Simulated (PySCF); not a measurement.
C3H10PSi2 (doublet)

```xyz
16

C     3.1199   -0.4971    0.5936
C     1.9994   -0.3762   -0.1656
C     0.7811    0.1136    0.3026
Si   -0.7656    0.2675   -0.7069
Si   -2.4411   -1.2287   -0.0551
P    -1.6273    2.3574   -0.5182
H     4.0422   -0.8711    0.1875
H     3.1209   -0.2177    1.6335
H     2.0466   -0.6704   -1.2066
H     0.7534    0.3990    1.3489
H    -0.4202    0.1618   -2.1364
H    -3.3745   -1.5176   -1.1448
H    -1.8544   -2.5029    0.3633
H    -3.2279   -0.7156    1.0693
H    -1.7542    2.3111    0.8576
H    -0.4059    2.9959   -0.4341
```

Geometry: GFN2-xTB.

All numbers below come from PySCF, UKS B3LYP, pcH-1 on C H P Si, non-relativistic, mean-field spin-orbit, GIAO.

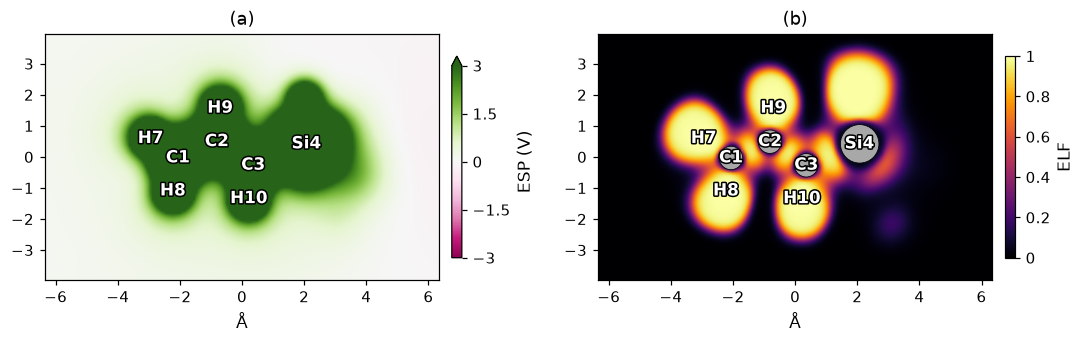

Figure 1. (a) electrostatic potential; (b) ELF on the plane of atoms C3, C2 and H9. Grey discs cover the atomic cores in the ELF map.

### What do the fields say about this system?

The section cuts through C, Si and H sites.
C–C (1.36 Å): the ELF peaks at about 0.95 between the atoms; a covalent bond.
C–Si (1.85 Å): the ELF peaks at about 0.95 between the atoms (a covalent bond).
C–H (1.07 Å): the ELF climbs to about 1 towards the hydrogen, as it does in any bond to H (a covalent bond by its length).
The potential has no marked negative region in this plane.

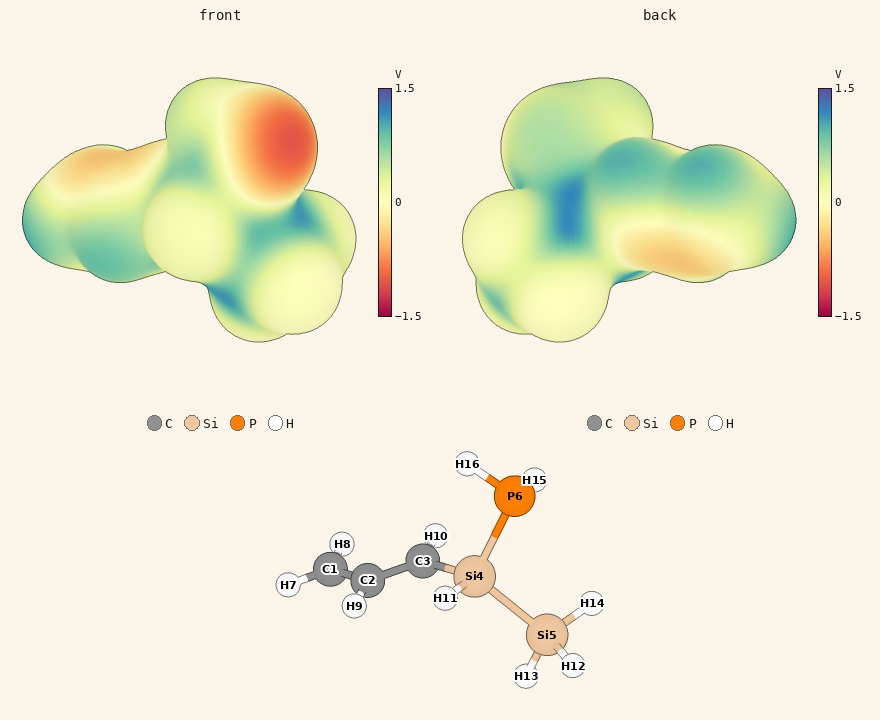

Figure 2. The electrostatic potential painted on the density surface at 0.002 e/bohr³, seen from the front and from behind; red is negative and blue positive. The bare structure is drawn below in the same view.

### Which sites attract a positive test charge, and which a negative one?

A positive charge is drawn to the negative regions and a negative charge to the positive ones. The most negative region (about −1.0 V) lies over P6, the most positive (about +1.2 V) over Si4 and Si5.
